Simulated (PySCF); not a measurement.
C₅H₁₂Be, SMILES [C]([Be][CH3])(C)(C)C at its GFN2-xTB optimised geometry (Å):

```
18

Be    -0.6289    -0.1075     0.0000
C     -2.3540    -0.1329     0.0012
H     -2.7873    -1.0390    -0.4241
H     -2.8158     0.6782    -0.5632
H     -2.8003    -0.0598     0.9938
C      1.1203    -0.1075     0.0000
C      1.7241     1.3084     0.0130
C      1.6847    -0.8440     1.2291
C      1.6830    -0.8207    -1.2436
H      2.8158     1.2590     0.0132
H      1.4136     1.8602     0.8986
H      1.4145     1.8759    -0.8628
H      1.3803    -0.3563     2.1536
H      1.3394    -1.8759     1.2631
H      2.7770    -0.8561     1.1995
H      1.3450    -1.8545    -1.2912
H      1.3699    -0.3215    -2.1589
H      2.7755    -0.8253    -1.2202
```

Computed with PySCF 2.14.0 with CAM-B3LYP/def2-SVP. Cells within 0.4 Å of a nucleus heavier than hydrogen are left out (blank, or x).

Map of the deformation density (molecule minus spherical neutral atoms) (e/bohr³) on the plane z = 0.0 Å:

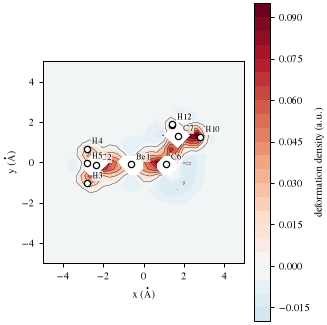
Figure: Deformation density (molecule minus spherical neutral atoms) (e/bohr³) on the plane z = 0.0 Å.
